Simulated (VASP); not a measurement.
**A VASP study of LuTlTeS (LDA): structure first, properties next**

What structure does LuTlTeS take at this level, and what are its properties? The steps: first try, rough relaxation of the start cell, relaxing cell and atoms (LDA), density, ELF and potential (LDA), band structure (LDA), density of states (LDA), band structure (LDA + SOC), band structure (TB-mBJ) and total and projected DOS (LDA), changed input. The cell is invented: it takes the structure of a Materials Project entry for LuTlS2 (space group 166 there), with some of its atoms replaced by other elements, volume scaled by an estimate. It may not be a known or stable phase.

Program: VASP 6.6.1. Level of theory: LDA, 4f electrons in the core; plane waves and PAW (Tl_d, Lu_3, Te, S), in the first sound run; inputs show where later runs differ. Results are calculated unless marked as measured.

**1. The structure**

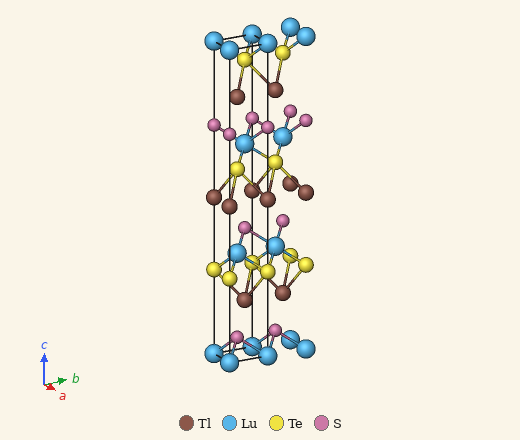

Start, viewed slightly off an axis; thallium brown, lutetium blue, tellurium yellow, sulfur pink. 1×2×1 cells are drawn. This picture shows the conventional cell, with its axes. Bonds to atoms that aren't drawn are left out. Some periodic images of atoms are drawn too.

**2. First try**

This run is made with a changed input; what comes of it follows.

File INCAR:

```
SYSTEM = LuTlTeS
PREC = Low
ENCUT = 220
EDIFF = 1E-06
NELM = 83
ISMEAR = -1
SIGMA = 0.05
LREAL = .FALSE.
ALGO = Normal
GGA = CA
NBANDS = 23
LORBIT = 11
LWAVE = .FALSE.
LCHARG = .FALSE.
KPAR = 2
IBRION = 2
NSW = 30
ISIF = 3
EDIFFG = -0.01
```

File POSCAR:

```
LuTlTeS
1.0
    2.0274340000      1.1705400000      7.7598020000
   -2.0274340000      1.1705400000      7.7598020000
    0.0000000000     -2.3410790000      7.7598020000
Tl Lu Te S
1 1 1 1
Direct
    0.5000000000      0.5000000000      0.5000000000
    0.0000000000      0.0000000000      0.0000000000
    0.7311341600      0.7311341600      0.7311341600
    0.2688658400      0.2688658400      0.2688658400
```

File KPOINTS:

```
Automatic mesh
0
Gamma
7 7 7
0 0 0
```

Potentials, in the order of the species: Tl_d, Lu_3, Te and S (PBE family, release 64).

Run with:

```console
mpirun -np 2 vasp_std
```

Log:

```text
[banner, memory and clock lines left out]
running    2 mpi-ranks, on    1 nodes
 distrk:  each k-point on    1 cores,    2 groups
 distr:  one band on    1 cores,    1 groups

 POSCAR found type information on POSCAR TlLuTeS
 POSCAR found :  4 types and       4 ions
|                                                                             |
|               ----> ADVICE to this user running VASP <----                  |
|                                                                             |
|     You enforced a specific xc type in the INCAR file but a different       |
|     [... a line on the potential file left out ...]
|     I HOPE YOU KNOW WHAT YOU ARE DOING!                                     |
|                                                                             |

 LDA part: xc-table for (Slater(with rela. corr.)+CA(PZ))
 , standard interpolation
 POSCAR, INCAR and KPOINTS ok, starting setup
 FFT: planning ... GRIDC
 FFT: planning ... GRID_SOFT
 FFT: planning ... GRID
 WAVECAR not read
 entering main loop
       N       E                     dE             d eps       ncg     rms          rms(c)
DAV:   1     0.112573810870E+03    0.11257E+03   -0.10226E+04  3234   0.898E+02
DAV:   2    -0.153106990280E+02   -0.12788E+03   -0.12230E+03  3465   0.338E+02
DAV:   3    -0.215886965088E+02   -0.62780E+01   -0.62501E+01  3226   0.570E+01
DAV:   4    -0.216766608878E+02   -0.87964E-01   -0.87876E-01  2546   0.545E+00
DAV:   5    -0.216814928731E+02   -0.48320E-02   -0.48309E-02  3196   0.136E+00    0.264E+01
DAV:   6    -0.208644493866E+02    0.81704E+00   -0.16822E+00  3571   0.863E+00    0.163E+01
DAV:   7    -0.208296251417E+02    0.34824E-01   -0.10074E+00  3270   0.686E+00    0.143E+00
DAV:   8    -0.207980942967E+02    0.31531E-01   -0.24925E-01  2936   0.342E+00    0.886E-01
DAV:   9    -0.207995910911E+02   -0.14968E-02   -0.27932E-02  2280   0.882E-01    0.442E-01
DAV:  10    -0.207994215935E+02    0.16950E-03   -0.27052E-03  3391   0.316E-01    0.257E-01
DAV:  11    -0.207994289249E+02   -0.73313E-05   -0.79487E-04  2876   0.209E-01    0.784E-02
DAV:  12    -0.207994290553E+02   -0.13039E-06   -0.92344E-05  2563   0.610E-02    0.528E-02
DAV:  13    -0.207994273242E+02    0.17311E-05   -0.25113E-05  3453   0.300E-02    0.285E-02
DAV:  14    -0.207994276295E+02   -0.30525E-06   -0.49250E-06  2818   0.163E-02
   1 F= -.20799428E+02 E0= -.20799424E+02  d E =-.207994E+02
 curvature:   0.00 expect dE= 0.000E+00 dE for cont linesearch  0.000E+00
 trial: gam= 0.00000 g(F)=  0.717E+00 g(S)=  0.282E-01 ort = 0.000E+00 (trialstep = 0.100E+01)
 search vector abs. value=  0.745E+00
 bond charge predicted
       N       E                     dE             d eps       ncg     rms          rms(c)
DAV:   1    -0.211234990259E+02   -0.32407E+00   -0.66194E+01  2948   0.201E+02    0.438E+00
DAV:   2    -0.213290130491E+02   -0.20551E+00   -0.47768E+00  3321   0.139E+01    0.144E+00
DAV:   3    -0.213038232121E+02    0.25190E-01   -0.13225E-01  3647   0.415E+00    0.890E-01
DAV:   4    -0.212975780467E+02    0.62452E-02   -0.15722E-02  3345   0.172E+00    0.350E-01
DAV:   5    -0.212971628010E+02    0.41525E-03   -0.12595E-03  3256   0.343E-01    0.178E-01
DAV:   6    -0.212971200024E+02    0.42799E-04   -0.27630E-04  3308   0.129E-01    0.806E-02
DAV:   7    -0.212971216289E+02   -0.16265E-05   -0.60488E-05  3214   0.782E-02    0.177E-02
DAV:   8    -0.212971210927E+02    0.53625E-06   -0.40351E-06  2664   0.134E-02
   2 F= -.21297121E+02 E0= -.21297114E+02  d E =-.497693E+00
[... from here on, the cycles between the ionic steps are left out ...]
   3 F= -.21359001E+02 E0= -.21358987E+02  d E =-.559574E+00
   4 F= -.21358957E+02 E0= -.21358944E+02  d E =-.559530E+00
   5 F= -.21366899E+02 E0= -.21366885E+02  d E =-.794168E-02
   6 F= -.21373617E+02 E0= -.21373601E+02  d E =-.146594E-01
   7 F= -.21373716E+02 E0= -.21373700E+02  d E =-.147590E-01
   8 F= -.21375817E+02 E0= -.21375797E+02  d E =-.210096E-02
   9 F= -.21376649E+02 E0= -.21376624E+02  d E =-.293271E-02
  10 F= -.21377369E+02 E0= -.21377346E+02  d E =-.719612E-03
  11 F= -.21377413E+02 E0= -.21377390E+02  d E =-.763462E-03
  12 F= -.21377558E+02 E0= -.21377535E+02  d E =-.145270E-03
 trial-energy change:   -0.000145  1 .order   -0.000162   -0.000244   -0.000080
 step:   1.4286(harm=  1.4286)  dis= 0.00514  next Energy=   -21.377594 (dE=-0.182E-03)
 bond charge predicted
       N       E                     dE             d eps       ncg     rms          rms(c)
DAV:   1    -0.213774920509E+02    0.65791E-04   -0.23684E-02  2346   0.165E+00    0.465E-02
DAV:   2    -0.213775811195E+02   -0.89069E-04   -0.11938E-03  3164   0.245E-01    0.212E-02
DAV:   3    -0.213775796725E+02    0.14470E-05   -0.26969E-05  2938   0.426E-02    0.109E-02
DAV:   4    -0.213775783118E+02    0.13607E-05   -0.91639E-07  1525   0.192E-02    0.549E-03
DAV:   5    -0.213775780074E+02    0.30448E-06   -0.10855E-06  1337   0.136E-02
  13 F= -.21377578E+02 E0= -.21377555E+02  d E =-.165461E-03
 curvature:  -1.23 expect dE=-0.161E-04 dE for cont linesearch -0.368E-07
 trial: gam=-0.01686 g(F)=  0.810E-05 g(S)=  0.494E-05 ort = 0.362E-05 (trialstep = 0.105E+01)
 search vector abs. value=  0.130E-04
 reached required accuracy - stopping structural energy minimisation
```

Wall time 97 s (2 MPI ranks of AMD EPYC 9R45, shared host); peak memory 0.27 GiB.

The logs omit lines about the potential files and the build; timing stands in the text.

From OUTCAR (step 2):

```text
ion  position               nearest neighbor table
   1  0.500  0.500  0.500-   4 3.34   3 3.34   4 3.34   4 3.34   3 3.34   3 3.34
   2  0.000  0.000  0.000-   3 2.78   3 2.78   4 2.78   4 2.78   3 2.78   4 2.78
   3  0.731  0.731  0.731-   2 2.78   2 2.78   2 2.78   1 3.34   1 3.34   1 3.34
   4  0.269  0.269  0.269-   2 2.78   2 2.78   2 2.78   1 3.34   1 3.34   1 3.34

  LATTYP: Found a trigonal (rhomboedric) cell.
 ALAT       =     8.1052562942
 COS(alpha) =     0.8748617712

 Subroutine GETGRP returns: Found  6 space group operations
 (whereof  6 operations were pure point group operations)

The static configuration has the point symmetry C_3v.

 Found     44 irreducible k-points:

   k-points           NKPTS =     44   k-points in BZ     NKDIM =     44   number of bands    NBANDS=     23

   dimension x,y,z NGX =    30 NGY =   30 NGZ =   30
   dimension x,y,z NGXF=    40 NGYF=   40 NGZF=   40

   ENCUT  =  220.0 eV  16.17 Ry    4.02 a.u.   9.80  9.80  9.80*2*pi/ulx,y,z

   NELECT =      34.0000    total number of electrons

 k-points in reciprocal lattice and weights: Automatic mesh
   0.00000000  0.00000000  0.00000000       0.003
   0.14285714  0.00000000  0.00000000       0.017
   0.28571429 -0.00000000  0.00000000       0.017
   0.42857143  0.00000000  0.00000000       0.017
   0.14285714  0.14285714  0.00000000       0.017
   0.28571429  0.14285714  0.00000000       0.035
   0.42857143  0.14285714  0.00000000       0.035
  -0.42857143  0.14285714 -0.00000000       0.035
  -0.28571429  0.14285714 -0.00000000       0.035
[...]
0.42857143  0.42857143  0.42857143       0.006
  -0.42857143  0.42857143  0.42857143       0.017

 average (electrostatic) potential at core
       1 -83.7640       2 -29.7022       3 -87.9910       4 -86.0417

 E-fermi :   5.8226

 k-point     1 :       0.0000    0.0000    0.0000
  band No.  band energies     occupation
    ...
     13       2.2424      2.00000
     14       2.6735      2.00000
     15       3.2607      2.00000
     16       5.0810      2.00000
     17       5.0810      2.00000
     18       7.5112      0.00000
     19       7.5112      0.00000
     20       7.8250      0.00000
     21       8.7860      0.00000
     22      10.3238      0.00000
    ...

 k-point     2 :       0.1429    0.0000    0.0000
  band No.  band energies     occupation
    ...
     13       2.2630      2.00000
     14       2.4605      2.00000
     15       3.7736      2.00000
     16       4.3689      2.00000
     17       4.7351      2.00000
     18       7.2382      0.00000
     19       7.7651      0.00000
     20       7.9624      0.00000
     21       8.8444      0.00000
     22       9.2724      0.00000
    ...

 k-point     3 :       0.2857   -0.0000    0.0000
  band No.  band energies     occupation
    ...
     13       1.6473      2.00000
     14       2.2628      2.00000
     15       3.1550      2.00000
     16       4.0900      2.00000
     17       4.2642      2.00000
     18       6.7421      0.00000
     19       7.6240      0.00000
     20       8.3849      0.00000
     21       8.5670      0.00000
     22       9.2409      0.00000
    ...

  Total       -0.0124848     -0.0124848      0.0098944      0.0000000      0.0000000      0.0000000
  in kB       -0.1917001     -0.1917001      0.1519261      0.0000000      0.0000000      0.0000000
  external PRESSURE =      -0.0771580 kB  Pullay stress =       0.0000000 kB

  energy-cutoff  :      220.00
  volume of cell :      104.34
      direct lattice vectors                 reciprocal lattice vectors
     1.994201229  1.151353033  7.574271769     0.250726954  0.144757262  0.044008625
    -1.994201229  1.151353033  7.574271769    -0.250726954  0.144757262  0.044008625
     0.000000000 -2.302705105  7.574271772     0.000000000 -0.289514525  0.044008643

 POSITION                                       TOTAL-FORCE (eV/Angst)
 -----------------------------------------------------------------------------------
      0.00000      0.00000     11.45615        -0.000000     -0.000000     -0.000615
      0.00000      0.00000     22.50443         0.000000      0.000000      0.008645
      0.00000      0.00000     16.77951        -0.000000     -0.000000     -0.009519
      0.00000      0.00000      6.06694         0.000000      0.000000      0.001489
 -----------------------------------------------------------------------------------
    total drift:                               -0.000000     -0.000003     -0.005727

  FREE ENERGIE OF THE ION-ELECTRON SYSTEM (eV)
  ---------------------------------------------------
  free  energy   TOTEN  =       -21.3775780074 eV

  energy  without entropy=      -21.3775316315  energy(sigma->0) =      -21.37755482

 reached required accuracy - stopping structural energy minimisation

 total charge
# of ion       s       p       d       tot
------------------------------------------
    1        1.278   0.245   9.662  11.185
    2        0.372   6.627   1.068   8.068
    3        1.363   2.134   0.025   3.521
    4        1.329   2.460   0.000   3.788
--------------------------------------------------
tot          4.342  11.466  10.755  26.562

[... 3 further parts left out ...]
```

CONTCAR:

```
LuTlTeS
   1.00000000000000
     1.9942012293610625    1.1513530326527515    7.5742717686495924
    -1.9942012293610625    1.1513530326527515    7.5742717686495924
     0.0000000000000000   -2.3027051052965071    7.5742717722194568
  Tl              Lu              Te              S
     1     1     1     1
Direct
     0.5041696991768750    0.5041696991768750    0.5041696991740362
     0.9903892155483177    0.9903892155483177    0.9903892155574870
     0.7384434344638489    0.7384434344638489    0.7384434344553510
     0.2669976508109580    0.2669976508109580    0.2669976508131260
```

Convergence was reached, but on settings outside the sound range, so the numbers are no properties of the crystal.

The fault in the input: cell relaxed at a low cutoff (ENCUT = 220 and PREC = "Low"). Relax cells at about 1.3 times the default cutoff with PREC = Accurate.

(Part 1 of 6 ends here.)

[Lines on the potential files, build, host, timing and source positions are cut from VASP's logs without a mark.]

[Logs are printed without paths, hosts, clocks, repeated set-up lines and the standing remarks that a program may print on its own settings, such as how far it seeks lower states.]

[Hosts, paths, dates, database ids (printed as entryN), source tags and the programs' standing remarks are cut or masked in the printed files.]

[A measured line is paired with the nearest computed mode of its activity, which favours agreement.]

[In band tables of VASP the shares of atoms and orbitals are scaled to a sum of 1 inside the atoms' spheres.]
